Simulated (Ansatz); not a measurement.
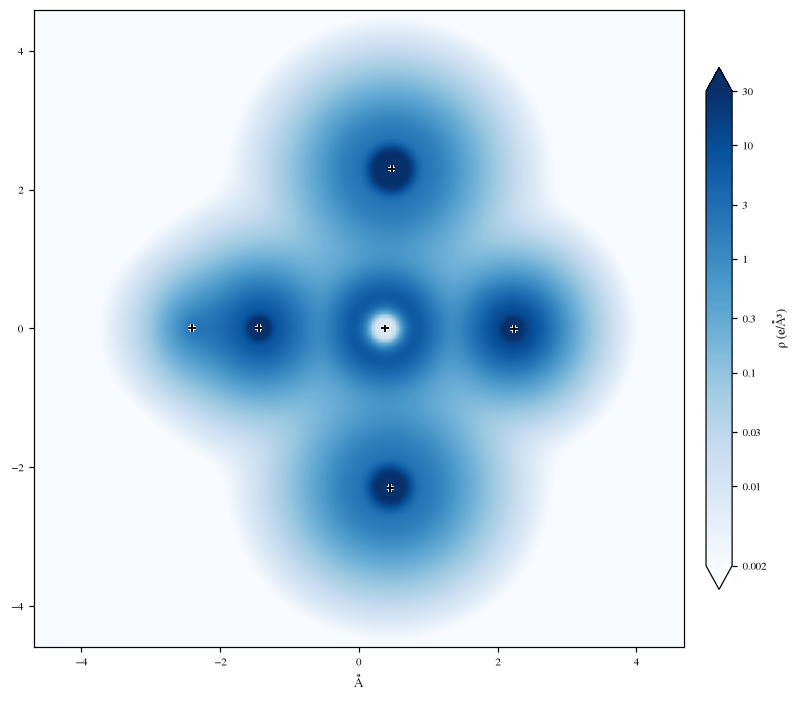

The electron density on a plane through atoms (crosses mark nuclei in the plane).

All numbers below come from isolated molecule in a Gaussian basis; Kohn-Sham density functional theory, functional PBE0 (Ansatz 0.2.0).

Candidates:
A. Cl$_{3}$F$_{2}$HOW (SMILES [OH][W]([F])([F])([Cl])([Cl])[Cl])
B. Br$_{3}$ClHf (SMILES [Cl][Hf]([Br])([Br])[Br])
C. Al$_{2}$Cl$_{2}$H$_{6}$N$_{2}$ (SMILES [Cl][AlH-]1[NH2+][AlH-]([Cl])[NH2+]1)

> Which system is this?

Candidate A: Cl$_{3}$F$_{2}$HOW on the plane of atoms Cl2, W7 and O6, which holds Cl, F, O, W and H. W–O (1.82 Å): ρ is about 1.2 e/Å³ halfway. W–F (1.85 Å): ρ at the midpoint is about 1.1 e/Å³.
